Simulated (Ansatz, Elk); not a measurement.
# How far do independent atoms describe Ba6Mo?

The structure of Ba6Mo used here is made up (a known structure type with other elements) and was relaxed beforehand with PBE. The aim is the Fourier transform of its all-electron density, F(hkl), set beside the sum over free spherical atoms that refinements use.

Main program and level: Elk 11.2.3 (patched build); DFT, PBE, all-electron APW+lo, Dirac cores, scalar-relativistic bands, static density, no spin.

The structure was built from a prototype and need not be the compound's stable phase.

## (1) The starting structure

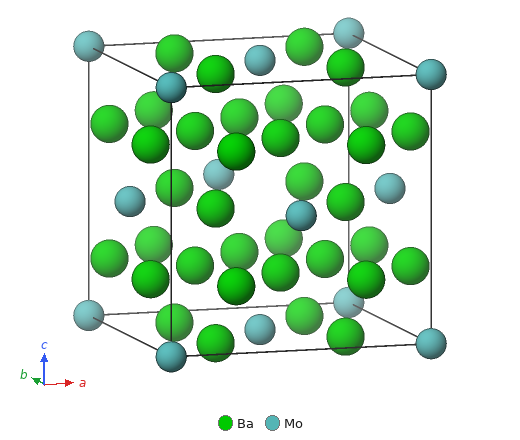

The cell as given, slightly off an axis (barium green, molybdenum teal). This picture shows the conventional cell, with its axes. Some periodic images of atoms are drawn too.

## (2) Ground state and structure factors

An all-electron density is needed, since X-rays see the cores too. Task 0 finds the density and task 195 Fourier-transforms it; tshift is off so that phases refer to the origin typed.

Input file elk.in:

```
tasks
  0
  195

xctype
  20

spinpol
  .false.

rgkmax
  7.0

gmaxvr
  14.0

lmaxo
  7

lmaxapw
  8

swidth
  0.002

tshift
  .false.

ramdisk
  .false.

hmaxvr
  5.5

maxscl
  120

epspot
  1e-06

sppath
  './'

avec
  0.00000000000 10.47035797641 10.47035797641
  10.47035797641 -0.00000000000 10.47035797641
  10.47035797641 10.47035797641 -0.00000000000

atoms
  2
  'Ba.in'
  6
  0.5000000000 0.0000000000 0.0000000000   0.000000 0.000000 0.000000
  0.0000000000 0.5000000000 0.5000000000   0.000000 0.000000 0.000000
  0.0000000000 0.5000000000 0.0000000000   0.000000 0.000000 0.000000
  -0.0000000000 -0.0000000000 0.5000000000   0.000000 0.000000 0.000000
  0.5000000000 0.0000000000 0.5000000000   0.000000 0.000000 0.000000
  0.5000000000 0.5000000000 0.0000000000   0.000000 0.000000 0.000000
  'Mo.in'
  1
  0.0000000000 -0.0000000000 -0.0000000000   0.000000 0.000000 0.000000

ngridk
  4 4 4
```

The run is started by

```sh
$ OMP_NUM_THREADS=4 elk
```

Numbers of over 12 decimals in the logs are rounded to 6 here.

Output:

```text
┌─────────────────────────┐
│ Elk code version 11.2.3 │
└─────────────────────────┘

All units are atomic (Hartree, Bohr, etc.)

┌─────────────────────────────────────────────────┐
│ Ground-state run starting from atomic densities │
└─────────────────────────────────────────────────┘

Lattice vectors :
   0.000000000       10.47035798       10.47035798
   10.47035798      -0.000000000       10.47035798
   10.47035798       10.47035798      -0.000000000

Reciprocal lattice vectors :
 -0.3000463461      0.3000463461      0.3000463461
  0.3000463461     -0.3000463461      0.3000463461
  0.3000463461      0.3000463461     -0.3000463461

Unit cell volume      :    2295.697104
Brillouin zone volume :   0.1080500616

Muffin-tin inner radius fraction :   0.1000000000E-01

Nuclei treated as point charges

Species : 1 (Ba)
 parameters loaded from : Ba.in
 name : barium
 nuclear charge    :   -56.00000000
 electronic charge :    56.00000000
 atomic mass :    250331.8071
 muffin-tin radius :    2.800000000
 number of radial points in muffin-tin :   1393
 inner part over the whole radius :   0.9950032293E-02
 number on inner part of muffin-tin    :    996
 approximate nuclear radius :   0.9171481901E-04
 number of mesh points to nuclear radius :    504
 atomic positions (lattice), magnetic fields (Cartesian) :
  1 :   0.50000000  0.00000000  0.00000000    0.00000000  0.00000000  0.00000000
  2 :   0.00000000  0.50000000  0.50000000    0.00000000  0.00000000  0.00000000
  3 :   0.00000000  0.50000000  0.00000000    0.00000000  0.00000000  0.00000000
  4 :   0.00000000  0.00000000  0.50000000    0.00000000  0.00000000  0.00000000
  5 :   0.50000000  0.00000000  0.50000000    0.00000000  0.00000000  0.00000000
  6 :   0.50000000  0.50000000  0.00000000    0.00000000  0.00000000  0.00000000

Species : 2 (Mo)
 parameters loaded from : Mo.in
 name : molybdenum
 nuclear charge    :   -42.00000000
 electronic charge :    42.00000000
 atomic mass :    174887.9214
 muffin-tin radius :    2.600000000
 number of radial points in muffin-tin :   1193
 inner part over the whole radius :   0.9897744308E-02
 number on inner part of muffin-tin    :    848
 approximate nuclear radius :   0.8334154960E-04
 number of mesh points to nuclear radius :    419
 atomic positions (lattice), magnetic fields (Cartesian) :
  1 :   0.00000000  0.00000000  0.00000000    0.00000000  0.00000000  0.00000000

Total number of atoms per unit cell :    7
Total muffin-tin volume :    625.3361121
 ratio of muffin-tin to unit cell volume :   0.2723948691

Spin treatment :
 spin-unpolarised

Number of Bravais lattice symmetries :   48
Number of crystal symmetries         :   48
Crystal has inversion symmetry
Real symmetric eigensolver will be used

k-point grid :      4     4     4
k-point offset :    0.000000000       0.000000000       0.000000000
k-point set is reduced with full crystal symmetry group
Total number of k-points :        8

Muffin-tin radius times maximum |G+k| :    7.000000000
 using average radius
Maximum |G+k| for APW functions       :    2.525773196
Maximum (1/2)|G+k|²                   :    3.189765119
Maximum |G| for potential and density :    14.00000000
Constant for pseudocharge density :   10
 order of it for each species :   17  17
 order of it for pair densities of each species (exact exchange by exxq0 0: 18) :   10   8
Radial integration step length :    1

G-vector grid sizes :     70    70    70
Number of G-vectors :   106067

Maximum angular momentum used for
 APW functions            :    8
 outer part of muffin-tin :    7
 inner part of muffin-tin :    2

Total nuclear charge    :   -378.0000000
Total core charge       :    244.0000000
Total valence charge    :    134.0000000
Total excess charge     :    0.000000000
Total electronic charge :    378.0000000

Effective Wigner radius, rₛ :    1.131821812

Number of empty states         :     28
Total number of valence states :     96
Total number of core states    :    244

[...]
electron-nuclear            :     -120358.19021122
 Hartree                     :      16648.389807323
 Madelung                    :     -64330.381109862
 xc potential                :     -1719.7014174958
 exchange                    :     -1292.6465810843
 correlation                 :     -20.469394796718
 electron entropic           :    -0.60949782305626E-02
 total energy                :     -52888.333919491

Density of states at Fermi energy :    482.1385338
 (states/Hartree/unit cell)

Estimated indirect band gap :   0.1375880613E-02
 from k-point 5 to k-point 3
Estimated direct band gap   :   0.3151803697E-02
 at k-point 3

Charges :
 core                        :    244.0000000
 valence                     :    134.0000000
 interstitial                :    16.75389944
 muffin-tins (core leakage)
  species : 1 (Ba)
[...]
species : 2 (Mo)
[...]
total in muffin-tins        :    361.2461006
 total calculated charge     :    378.0000516
 total charge                :    378.0000000
 error                       :   0.5156167532E-04

RMS change in Kohn-Sham potential (target) :   0.2322136082     (  0.1000000000E-05)
Absolute change in total energy (target)   :    1.758830298     (  0.1000000000E-03)

[... loops 3 to 18 left out ...]

┌──────────────────┐
│ Loop number : 19 │
└──────────────────┘

Energies :
 Fermi                       :     0.192274
 sum of occupied eigenvalues :     -32499.796093775
 electron kinetic            :      56326.889485613
 core electron kinetic       :      54642.960137387
 Coulomb                     :     -107898.55398890
 Coulomb potential           :     -87111.191836916
 nuclear-nuclear             :     -4181.9215755787
 electron-nuclear            :     -120383.61760172
 Hartree                     :      16666.985188402
 Madelung                    :     -64342.958070441
 xc potential                :     -1715.4937424719
 exchange                    :     -1293.4392465082
 correlation                 :     -20.469269477329
 electron entropic           :    -0.59359752283782E-02
 total energy                :     -52885.578955246

Density of states at Fermi energy :    468.5255066
 (states/Hartree/unit cell)

Estimated indirect band gap :   0.1995961610E-03
 from k-point 4 to k-point 3
Estimated direct band gap   :   0.3037765250E-03
 at k-point 3

Charges :
 core                        :    244.0000000
 valence                     :    134.0000000
 interstitial                :    15.63787916
 muffin-tins (core leakage)
  species : 1 (Ba)
[...]
species : 2 (Mo)
[...]
total in muffin-tins        :    362.3621208
 total calculated charge     :    378.0000506
 total charge                :    378.0000000
 error                       :   0.5063660626E-04

RMS change in Kohn-Sham potential (target) :   0.7332370308E-06 (  0.1000000000E-05)
Absolute change in total energy (target)   :   0.3432597441E-04 (  0.1000000000E-03)

Convergence targets achieved

┌──────────────────┐
│ Loop number : 20 │
└──────────────────┘

Energies :
 Fermi                       :     0.192274
 sum of occupied eigenvalues :     -32499.796082700
 electron kinetic            :      56326.889482407
 core electron kinetic       :      54642.960142968
 Coulomb                     :     -107898.55398185
 Coulomb potential           :     -87111.191872966
 nuclear-nuclear             :     -4181.9215755787
 electron-nuclear            :     -120383.61755062
 Hartree                     :      16666.985144351
 Madelung                    :     -64342.958045368
 xc potential                :     -1715.4936921409
 exchange                    :     -1293.4392446996
 correlation                 :     -20.469269483189
 electron entropic           :    -0.59359824188164E-02
 total energy                :     -52885.578949610

Density of states at Fermi energy :    468.5262297
 (states/Hartree/unit cell)

Estimated indirect band gap :   0.1996545711E-03
 from k-point 4 to k-point 3
Estimated direct band gap   :   0.3038036270E-03
 at k-point 3

Charges :
 core                        :    244.0000000
 valence                     :    134.0000000
 interstitial                :    15.63788205
 muffin-tins (core leakage)
  species : 1 (Ba)
[...]
atom 5                    :    53.71975770     (  0.5047249545E-05)
   atom 6                    :    53.71975770     (  0.5047249545E-05)
  species : 2 (Mo)
   atom 1                    :    40.04357177     ( -0.3127365389E-07)
 total in muffin-tins        :    362.3621179
 total calculated charge     :    378.0000506
 total charge                :    378.0000000
 error                       :   0.5063621717E-04

┌──────────────────────────────┐
│ Self-consistent loop stopped │
└──────────────────────────────┘

Wrote STATE.OUT
```

The job ended after 90 s (4 threads of AMD EPYC 7B13 (Zen 3), shared host; peak memory 0.55 GiB).

SFACRHO.OUT:

```text

h k l indices transformed by vhmat matrix:
   1.000000000       0.000000000       0.000000000    
   0.000000000       1.000000000       0.000000000    
   0.000000000       0.000000000       1.000000000    

      h      k      l  multipl.   |H|            Re(F)            Im(F)           |F|

      0      0      0      1   0.0000000       378.00000     -0.82305417E-16   378.00000    
      1      1      1      8  0.51969552       40.065252     -0.86734813E-13   40.065252    
      1      0      1      6  0.60009269      -64.807252      0.57180777E-13   64.807252    
     -1     -2     -1     12  0.84865922      -61.483835     -0.19328538E-12   61.483835    
      1      0      2     24  0.99514115       35.528020      0.94622883E-14   35.528020    
      0      0      2      8   1.0393910       319.83710     -0.14277713E-12   319.83710    
     -2      0     -2      6   1.2001854       309.24639      0.31049104E-12   309.24639    
      0      2     -1     24   1.3078717       33.091606     -0.19396942E-12   33.091606    
      1      2     -1     24   1.3418481      -56.139908      0.62031653E-13   56.139908    
     -3     -1      0     24   1.4699209      -54.573754     -0.70491608E-13   54.573754    
     -1      2      2     24   1.5590865       31.247201     -0.33436175E-12   31.247201    
      0      0      3      8   1.5590865       31.280775      0.30826594E-12   31.280775    
     -2     -2     -4     12   1.6973184       277.09182      0.63315101E-12   277.09182    
      4      2      1     48   1.7750981       29.851470     -0.70062778E-13   29.851470    
      0     -1      3     24   1.8002781      -50.730246      0.18250796E-13   50.730246    
     -3     -3      0      6   1.8002781      -50.772414     -0.17249081E-12   50.772414    
      3     -1      2     24   1.8976597      -49.787059      0.17736272E-12   49.787059    
      4      1      0     24   1.9675355       28.594326     -0.64608079E-13   28.594326
```

Elk indexes on the primitive cell of elk.in and gives |H| = 4π sin θ/λ in inverse bohr. Below, one row stands for each form hkl of the conventional cell (m members, Friedel mates merged), F is for one primitive cell and the density is static (no thermal factor). Free-atom factors are Waasmaier and Kirfel's, and R is Σm||F|−|F'||/Σm|F|.

```
hkl   m  sin θ/λ (Å⁻¹)  abs F, DFT  neutral atoms   diff.
111   8          0.078      40.065         39.811  +0.254
200   6          0.090      64.807         64.330  +0.477
220  12          0.128      61.484         61.460  +0.023
311  24          0.150      35.528         35.899  -0.371
222   8          0.156     319.837        320.133  -0.296
400   6          0.180     309.246        309.350  -0.104
331  24          0.197      33.092         33.353  -0.261
420  24          0.202      56.140         55.857  +0.283
422  24          0.221      54.574         54.371  +0.203
511  24          0.234      31.247         31.443  -0.196
333   8          0.234      31.281         31.443  -0.162
440  12          0.255     277.092        277.229  -0.137
531  48          0.267      29.852         29.896  -0.044
442  24          0.271      50.730         50.723  +0.007
```

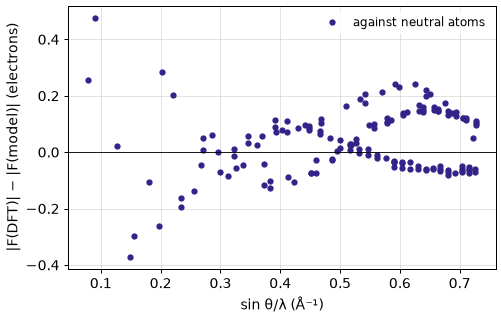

Difference between the calculated structure factors and the independent-atom ones.

## (3) The highest occupied states alone

An energy window below the Fermi level keeps the highest occupied states, to see at which angles they scatter; shallow core shells can lie inside it and anion s states outside. No new self-consistency is needed.

Edit elk.in of step 2 so:

```diff
@@ -1,3 +1,2 @@
 tasks
-  0
   195
@@ -40,2 +39,5 @@
 
+wsfac
+  -0.358970 0.492270
+
 sppath
```

The run is started by

```sh
$ OMP_NUM_THREADS=4 elk
```

Output:

```text
┌─────────────────────────────────┐
│ Elk code version 11.2.3 started │
└─────────────────────────────────┘

Info(readinput): the functional depends on the density's gradient
 muffin-tin radial points multiplied by    2.00000
 (not where nrmtscf is given)

┌────────────────────┐
│ Current task : 195 │
└────────────────────┘

Info(sfacrho): density structure factors written to SFACRHO.OUT

 Energy window :  -0.3589700000      0.4922700000

┌──────────────────┐
│ Elk code stopped │
└──────────────────┘
```

It took 38 s on 4 threads; peak memory 0.36 GiB.

States within 15 eV below the Fermi level hold 54.00 electrons; any levels below the window count with the cores. Their amplitudes can exceed the total, where window and core parts have opposite phase:

```
hkl  sin θ/λ (Å⁻¹)  abs F, window  abs F, all
111          0.078          4.826      40.065
200          0.090          6.097      64.807
220          0.128          3.990      61.484
311          0.150          2.094      35.528
222          0.156         17.877     319.837
400          0.180         13.698     309.246
331          0.197          1.241      33.092
420          0.202          1.863      56.140
422          0.221          1.251      54.574
511          0.234          0.774      31.247
```

## (4) Another functional

The difference from free atoms is small, so it is set against the change that PBEsol makes.

Edit elk.in of step 3 so:

```diff
@@ -1,2 +1,3 @@
 tasks
+  0
   195
@@ -4,3 +5,3 @@
 xctype
-  20
+  22
 
@@ -39,5 +40,2 @@
 
-wsfac
-  -0.358970 0.492270
-
 sppath
```

The run is started by

```sh
$ OMP_NUM_THREADS=4 elk
```

Output:

```text
┌─────────────────────────┐
│ Elk code version 11.2.3 │
└─────────────────────────┘

All units are atomic (Hartree, Bohr, etc.)

┌─────────────────────────────────────────────────┐
│ Ground-state run starting from atomic densities │
└─────────────────────────────────────────────────┘

Lattice vectors :
   0.000000000       10.47035798       10.47035798
   10.47035798      -0.000000000       10.47035798
   10.47035798       10.47035798      -0.000000000

Reciprocal lattice vectors :
 -0.3000463461      0.3000463461      0.3000463461
[...]
valence                     :    134.0000000
 interstitial                :    15.68383862
 muffin-tins (core leakage)
  species : 1 (Ba)
[...]
atom 6                    :    53.71362522     (  0.5113110653E-05)
  species : 2 (Mo)
   atom 1                    :    40.03441005     ( -0.3018231354E-07)
 total in muffin-tins        :    362.3161614
 total calculated charge     :    378.0000427
 total charge                :    378.0000000
 error                       :   0.4272427299E-04

┌──────────────────────────────┐
│ Self-consistent loop stopped │
└──────────────────────────────┘

Wrote STATE.OUT
[key lines of the parts left out:]
total energy                :     -52864.238808103
```

It took 94 s on 4 threads; peak memory 0.57 GiB.

Against the first run R = 0.01 %; the largest change is -0.062 at 400.

## (5) A coarser k-mesh

About half the k-points along each axis test the sampling.

Edit elk.in of step 4 so:

```diff
@@ -5,3 +5,3 @@
 xctype
-  22
+  20
 
@@ -63,2 +63,2 @@
 ngridk
-  4 4 4
+  2 2 2
```

The run is started by

```sh
$ OMP_NUM_THREADS=4 elk
```

Output:

```text
┌─────────────────────────┐
│ Elk code version 11.2.3 │
└─────────────────────────┘

All units are atomic (Hartree, Bohr, etc.)

┌─────────────────────────────────────────────────┐
│ Ground-state run starting from atomic densities │
└─────────────────────────────────────────────────┘

Lattice vectors :
   0.000000000       10.47035798       10.47035798
   10.47035798      -0.000000000       10.47035798
   10.47035798       10.47035798      -0.000000000

Reciprocal lattice vectors :
 -0.3000463461      0.3000463461      0.3000463461
[...]
valence                     :    134.0000000
 interstitial                :    15.65574038
 muffin-tins (core leakage)
  species : 1 (Ba)
[...]
atom 6                    :    53.71817560     (  0.5048061517E-05)
  species : 2 (Mo)
   atom 1                    :    40.03520601     ( -0.3124138814E-07)
 total in muffin-tins        :    362.3442596
 total calculated charge     :    378.0000350
 total charge                :    378.0000000
 error                       :   0.3503321147E-04

┌──────────────────────────────┐
│ Self-consistent loop stopped │
└──────────────────────────────┘

Wrote STATE.OUT
[key lines of the parts left out:]
total energy                :     -52885.565807362
```

Wall time 74 s (4 threads); peak memory 0.6 GiB; 2 min of CPU time.

Against the first run R = 0.02 %; the largest change is -0.046 at 10 0 0.

## (6) Settings against the effect

```
          run  R against the first run (%)  R against neutral atoms, low angle (%)  wall time
PBE, rgkmax 7                         0.00                                    0.19       90 s
       PBEsol                         0.01                                    0.19       94 s
 k-mesh 2×2×2                         0.02                                    0.19       74 s
```

## (7) Outcome

```yaml
r_against_neutral_atoms_sin_theta_lambda_0p3_a_minus1: 0.19 %
r_against_neutral_atoms_0p3_to_0p73_a_minus1: 0.18 %
```

**Reading.** Independent neutral atoms miss the calculated amplitudes by R = 0.19 % below 0.3 Å⁻¹ and 0.18 % from there to 0.73 Å⁻¹; by shells, 0.61 % below 0.15 Å⁻¹ (4 forms), 0.15 % 0.15 to 0.3 (14 forms), 0.14 % 0.3 to 0.45 (26 forms), 0.20 % above 0.45 (105 forms). Bonding, aspherical density and the tables' own atoms all enter these figures, and the runs don't part them. The largest change of an amplitude is +0.48 electrons, at 200. The window's part falls from 54.0 electrons at the origin to at most 1.20 between 0.45 and 0.73 Å⁻¹, where compact states inside the window still scatter. The window holds more than the 18 outer electrons of the free atoms, so shallow core shells lie inside it. Below 0.3 Å⁻¹ the changes that finished (PBEsol and k-mesh 2×2×2) move F by R = 0.02 % at most, against the 0.19 % that separates it from free atoms. The basis has no finished test. These runs have no spin, though d or f shells may be open. Part of the difference isn't bonding: the tables are fits to free atoms and ions calculated by other methods than this functional. Thermal motion, anomalous dispersion and extinction are left out.

[Logs are printed without paths, hosts, clocks, repeated set-up lines and the standing remarks that a program may print on its own settings, such as how far it seeks lower states.]

[Hosts, paths, dates, database ids (printed as entryN), source tags and the programs' standing remarks are cut or masked in the printed files.]
